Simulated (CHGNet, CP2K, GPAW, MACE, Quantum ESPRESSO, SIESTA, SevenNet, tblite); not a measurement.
# CP2K on TiO2(110) slab (48 atoms): settings against a plane-wave reference, part 3 of 3

Aim: run TiO2(110) slab (48 atoms) in CP2K and see how near its forces come to a plane-wave reference, and at what cost.

Program: CP2K 2026.2; the method stands at each step. Banners, paths, timers and routine set-up lines are dropped from the logs unmarked, and long logs keep their key lines alone; longer cuts are marked.

So far. Step 7 (PBE, DZVP-MOLOPT-SR, 280/50 Ry, diagonalisation): Against the first run (1.8 %), the force difference from the reference is 5.5 %, at 0.67 times the CPU time (on 2 against 4 cores): the grid matters here.

## 8. PBE, DZVP-MOLOPT-SR, 800/30 Ry, diagonalisation

Method: Kohn-Sham DFT, PBE, GTH-PBE pseudopotentials, Gaussian and plane waves, DZVP-MOLOPT-SR-GTH, diagonalisation.

The input, input.inp:

```
&GLOBAL
  PROJECT cell
  RUN_TYPE ENERGY_FORCE
  PRINT_LEVEL LOW
&END GLOBAL
&FORCE_EVAL
  METHOD QS
  &DFT
    BASIS_SET_FILE_NAME BASIS_MOLOPT
    POTENTIAL_FILE_NAME GTH_POTENTIALS
    &MGRID
      CUTOFF 800
      REL_CUTOFF 30
      NGRIDS 5
    &END MGRID
    &QS
      EPS_DEFAULT 1.0E-12
    &END QS
    &SCF
      SCF_GUESS ATOMIC
      EPS_SCF 5.0E-06
      MAX_SCF 200
      ADDED_MOS 14
      &DIAGONALIZATION
        ALGORITHM STANDARD
      &END DIAGONALIZATION
      &SMEAR ON
        METHOD FERMI_DIRAC
        ELECTRONIC_TEMPERATURE [K] 580
      &END SMEAR
      &MIXING
        METHOD BROYDEN_MIXING
        ALPHA 0.2
        NBROYDEN 12
        BETA 0.05
      &END MIXING
      &PRINT
        &RESTART OFF
        &END RESTART
      &END PRINT
    &END SCF
    &XC
      &XC_FUNCTIONAL PBE
      &END XC_FUNCTIONAL
    &END XC
    &PRINT
      &MULLIKEN ON
      &END MULLIKEN
      &HIRSHFELD ON
        SHAPE_FUNCTION DENSITY
      &END HIRSHFELD
      &MO ON
        EIGENVALUES T
        OCCUPATION_NUMBERS T
        MO_INDEX_RANGE 181 204
        &EACH
          QS_SCF 0
        &END EACH
        ADD_LAST NUMERIC
      &END MO
    &END PRINT
  &END DFT
  &SUBSYS
    &CELL
      A 5.91800 0.00000 0.00000
      B 0.00000 6.49690 0.00000
      C 0.00000 0.00000 24.27914
    &END CELL
    &COORD
[... 48 atom lines left out: the same atoms as in the first run ...]
    &END COORD
    &KIND Ti
      BASIS_SET DZVP-MOLOPT-SR-GTH-q12
      POTENTIAL GTH-PBE-q12
    &END KIND
    &KIND O
      BASIS_SET DZVP-MOLOPT-SR-GTH-q6
      POTENTIAL GTH-PBE-q6
    &END KIND
  &END SUBSYS
  &PRINT
    &FORCES ON
    &END FORCES
  &END PRINT
&END FORCE_EVAL
```

On the command line:

```console
OMP_NUM_THREADS=1 mpirun -np 4 cp2k.psmp -i input.inp > output.txt
```

Numbers of over 12 decimals in the logs are rounded to 6 here.

Output:

```text
CP2K| version string:                                       CP2K version 2026.2
 CP2K| Input file name                                                 input.inp
 GLOBAL| Basis set file name                                        BASIS_MOLOPT
 GLOBAL| Potential file name                                      GTH_POTENTIALS
 GLOBAL| Run type                                                   ENERGY_FORCE
 GLOBAL| Total number of message passing processes                             4
 GLOBAL| Number of threads for this process                                    1
[... lines left out ...]
                        Smear method:                                FERMI_DIRAC
[... lines left out ...]
 Number of electrons:                                                        384
[... lines left out ...]
  Step     Update method      Time    Convergence         Total energy    Change
[... lines left out ...]
  *** SCF run converged in    41 steps ***
[... lines left out ...]
  Fermi energy:                                                 0.057115
  Total energy:                                             -1446.677484
  Total energy (extrapolated to T->0):                      -1446.676644
[... lines left out ...]
 MO| E(Fermi):            0.057115 a.u.          1.554168 eV
[... lines left out ...]
                           Hirshfeld Charges
  #Atom  Element  Kind  Ref Charge     Population                    Net charge
      1       Ti     1      12.000         11.306                         0.694
      2       Ti     1      12.000         11.498                         0.502
      3       O      2       6.000          6.332                        -0.332
[...]
47       O      2       6.000          6.282                        -0.282
     48       O      2       6.000          6.288                        -0.288
  Total Charge                                                            0.000
 !-----------------------------------------------------------------------------!
 ENERGY| Total FORCE_EVAL ( QS ) energy [hartree]          -1446.677555
 FORCES| Atomic forces [hartree/bohr]
 FORCES|   Atom     x               y               z               |f|
 FORCES|      1  2.40655457E-02 -2.31543080E-02  5.76933704E-02   6.66618140E-02
 FORCES|      2  4.60921386E-02  1.08853631E-02 -1.18007137E-01   1.27156049E-01
 FORCES|      3 -2.29388091E-02 -1.78409124E-03  5.10788252E-02   5.60215881E-02
[...]
FORCES|     47  1.35559144E-03  4.80052241E-02  3.12014028E-03   4.81256111E-02
 FORCES|     48 -8.20724360E-03 -8.80279014E-03  1.07852403E-03   1.20835084E-02
 FORCES| Sum    -2.20511074E-04  9.30123810E-05  3.47358439E-04
 FORCES| Total atomic force                                       4.21822619E-04
```

It took 2.1 min on 4 MPI ranks of Arm Neoverse V1, shared host; peak memory 5.6 GiB; 8.6 min of CPU time.

Against the reference:

| Property | Result |
| --- | --- |
| r.m.s. force component | 1.847 eV/Å |
| r.m.s. difference of force components | 32.1 meV/Å |
| longest difference of force vectors | 138.3 meV/Å |
| force difference over r.m.s. force | 1.761 % |
| slope of forces against the reference's | 1.014 |
| correlation of force components | 0.9999 |
| energy less the same-level run's | -1.364 meV/atom |
| r.m.s. force difference from the same-level run | 8.965 meV/Å |

This is a coarse setting, run to see what it loses.

Against the first run (1.8 %), the force difference from the reference is 1.8 %, at 0.79 times the CPU time: the change moves forces by 9.0 meV/Å r.m.s., so most of the difference comes from elsewhere.

## 9. All runs compared

Differences are against the plane-wave reference, forces as r.m.s. over components; share is that over the reference's r.m.s. force, slope the least-squares factor from reference forces to these. Total energies of different programs have different zeros and aren't compared.

```csv
run,"Δ force, r.m.s. (meV/Å)",share (%),slope,cores,CPU time,memory (GiB)
reference,-,-,-,4,9.6 min,2.6
"CP2K PBE, DZVP-MOLOPT-SR, 800/50 Ry, diagonalisation",32.3,1.77,1.014,4,11 min,5.6
"CP2K PBE, SZV-MOLOPT-SR, 800/50 Ry, diagonalisation (coarse)",405,22.2,1.064,2,5.6 min,4.5
"CP2K PBE, TZVP-MOLOPT (SR for Ti), 800/50 Ry, diagonalisation",29.3,1.61,1.006,4,16 min,5.8
"CP2K PBE+D3(BJ), DZVP-MOLOPT-SR, 800/50 Ry, diagonalisation",44.6,2.45,1.009,4,11 min,5.7
"CP2K PBE, DZVP-MOLOPT-SR, 400/50 Ry, diagonalisation (coarse)",89.7,4.92,1.015,2,7.7 min,1.6
"CP2K PBE, DZVP-MOLOPT-SR, 280/50 Ry, diagonalisation (coarse)",100,5.49,1.014,2,7.2 min,1.2
"CP2K PBE, DZVP-MOLOPT-SR, 800/30 Ry, diagonalisation (coarse)",32.1,1.76,1.014,4,8.6 min,5.6
```

Rows marked coarse were listed beforehand as settings not expected to be converged; some can still land near the reference.

CPU time is summed over cores on a shared host, where runs went side by side, so it is rough. Symmetry, cutoffs, thresholds, outputs and thread counts weren't matched or tuned between programs; memory under MPI is the largest rank's times the ranks.

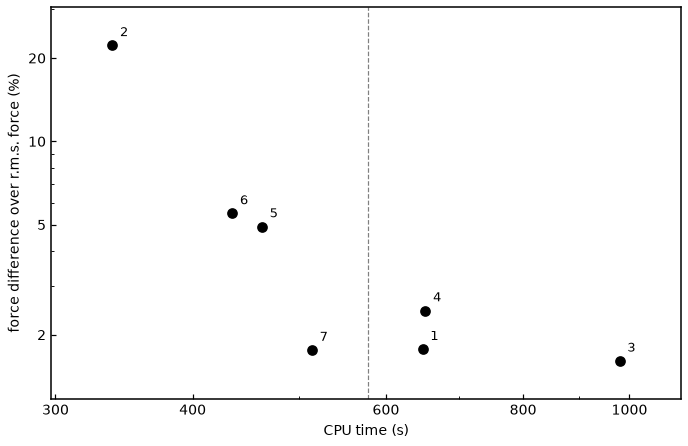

Force difference against CPU time; the dashed line marks the reference's time. Points: 1 CP2K PBE, DZVP-MOLOPT-SR, 800/50 Ry, diagonalisation; 2 CP2K PBE, SZV-MOLOPT-SR, 800/50 Ry, diagonalisation; 3 CP2K PBE, TZVP-MOLOPT (SR for Ti), 800/50 Ry, diagonalisation; 4 CP2K PBE+D3(BJ), DZVP-MOLOPT-SR, 800/50 Ry, diagonalisation; 5 CP2K PBE, DZVP-MOLOPT-SR, 400/50 Ry, diagonalisation; 6 CP2K PBE, DZVP-MOLOPT-SR, 280/50 Ry, diagonalisation; 7 CP2K PBE, DZVP-MOLOPT-SR, 800/30 Ry, diagonalisation.

Mean charges by element (e), by run and scheme:

```csv
run,scheme,Ti,O
"CP2K PBE, DZVP-MOLOPT-SR, 800/50 Ry, diagonalisation",Mulliken,+1.11,-0.55
"CP2K PBE, DZVP-MOLOPT-SR, 800/50 Ry, diagonalisation",Hirshfeld,+0.59,-0.30
"CP2K PBE, TZVP-MOLOPT (SR for Ti), 800/50 Ry, diagonalisation",Mulliken,+0.47,-0.23
"CP2K PBE, TZVP-MOLOPT (SR for Ti), 800/50 Ry, diagonalisation",Hirshfeld,+0.60,-0.30
"CP2K PBE+D3(BJ), DZVP-MOLOPT-SR, 800/50 Ry, diagonalisation",Mulliken,+1.11,-0.55
"CP2K PBE+D3(BJ), DZVP-MOLOPT-SR, 800/50 Ry, diagonalisation",Hirshfeld,+0.59,-0.30
```

Within one program, basis, potentials and functional, energies share a zero. Each run against its twin at the usual cutoff or grid and solver:

```csv
run,twin,Δ energy (meV/atom),"Δ force, r.m.s. (meV/Å)",CPU time over the twin's
"CP2K PBE, DZVP-MOLOPT-SR, 400/50 Ry, diagonalisation","DZVP-MOLOPT-SR, 800/50 Ry, diagonalisation",-0.46,82.5,0.71 (this twin ran on 4 cores)
"CP2K PBE, DZVP-MOLOPT-SR, 280/50 Ry, diagonalisation","DZVP-MOLOPT-SR, 800/50 Ry, diagonalisation",-2.54,94.7,0.67 (this twin ran on 4 cores)
"CP2K PBE, DZVP-MOLOPT-SR, 800/30 Ry, diagonalisation","DZVP-MOLOPT-SR, 800/50 Ry, diagonalisation",-1.36,8.96,0.79
```

## 10. Outcome

| Property | Result |
| --- | --- |
| nearest in forces | CP2K PBE, TZVP-MOLOPT (SR for Ti), 800/50 Ry, diagonalisation, 1.6 % |
| its CPU time | 16 min |

What this shows: The PBE runs in local orbitals, coarse settings apart, differ by 1.6 % (CP2K PBE, TZVP-MOLOPT (SR for Ti), 800/50 Ry, diagonalisation) to 1.8 % (CP2K PBE, DZVP-MOLOPT-SR, 800/50 Ry, diagonalisation); basis, grid and potentials can all enter. Rows with another functional or a dispersion term differ by 2.4 % (CP2K PBE+D3(BJ), DZVP-MOLOPT-SR, 800/50 Ry, diagonalisation), which mixes the change of model with differences of basis and potentials. Runs with settings chosen to be coarse differ by 1.8 % (CP2K PBE, DZVP-MOLOPT-SR, 800/30 Ry, diagonalisation) to 22 % (CP2K PBE, SZV-MOLOPT-SR, 800/50 Ry, diagonalisation), their programs' other errors included. None of the electronic-structure runs in the table takes under half the reference's CPU time of 9.6 min; they take 0.59 to 1.7 times as much. Charges hang on scheme and program or settings: among these rows the mean for Ti runs from +0.47 to +1.11 e. The cell is under 6 Å thick along one periodic direction, so every atom has periodic images of itself close by, which move with it and show among its neighbours and in g(r). The runs have no spin polarisation, so any moments at edges, vacancies or dangling bonds can't form. The electronic-structure runs sample only Γ, in a cell whose shortest periodic width is 6 Å.

[Also dropped from logs without a mark: logging warnings of Python, and SIESTA's first energy breakdown and zero terms.]

[Logs are printed without paths, hosts, clocks, repeated set-up lines and the standing remarks that a program may print on its own settings, such as how far it seeks lower states.]

[Hosts, paths, dates, database ids (printed as entryN), source tags and the programs' standing remarks are cut or masked in the printed files.]
